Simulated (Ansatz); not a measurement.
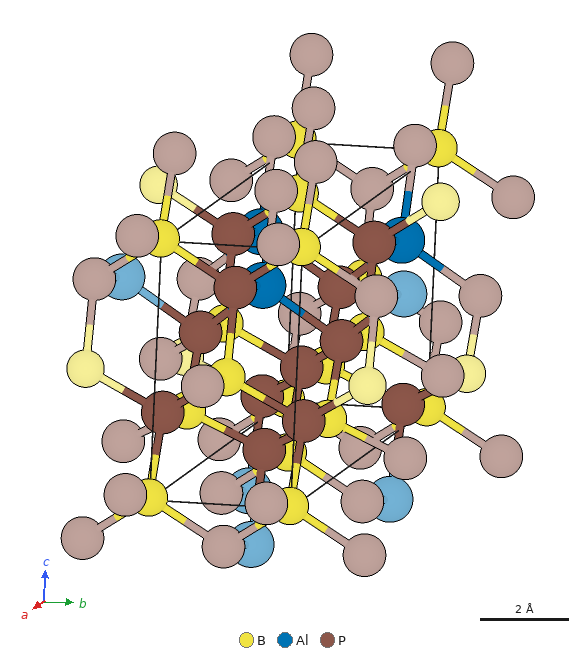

An orthographic ball-and-stick view of the structure, slightly off an axis. Thin lines show the conventional unit cell, with boundary atoms drawn in all their periodic places. Atoms of adjacent cells appear where they bond to atoms in the box, in fainter colours.

AlB3P4, space group Cm (No. 8), a = 11.236 Å, b = 3.349 Å, c = 5.926 Å, α = 90.00°, β = 99.44°, γ = 90.00°. The initial geometry was a structure type filled with these elements by a generator (whether the compound takes this form wasn't checked). Earlier steps of the study, as a rule a relaxation of our own, may have changed the cell and positions, so they can lie some per cent off the listed ones. An electronic-structure calculation with Ansatz was run on it.

This one geometry was computed with Ansatz (DFT, plane waves, PAW) at four levels of theory: PBE0, r2SCAN, PBE and HSE06. It was relaxed beforehand with r2SCAN.

Which level gives the highest pressure at this volume, and what does that say about its equilibrium volume?

Highest: PBE (1.1 GPa), which points to the largest equilibrium volume. Lowest, with the smallest volume: PBE0 (-1.1 GPa) and HSE06 (-0.9 GPa). Levels within 0.5 GPa of each other can't be told apart.

How does the band gap change with the level of theory?

PBE: a gap of 0.53 eV, indirect; r2SCAN: a gap of 0.72 eV, indirect; HSE06: a gap of 1.21 eV, indirect; PBE0: a gap of 1.90 eV, indirect.

Collect the results in a table.

| level | cutoff (eV) | k-mesh of the run's cell | gap (eV) | pressure (GPa) |
| --- | --- | --- | --- | --- |
| PBE0 | 420 | 4×4×4 | 1.90 | -1.1 |
| r2SCAN | 500 | 8×8×4 | 0.72 | 0.0 |
| PBE | 420 | 8×8×4 | 0.53 | 1.1 |
| HSE06 | 420 | 4×4×4 | 1.21 | -0.9 |

Gaps are taken on the k-mesh or band path of each run.
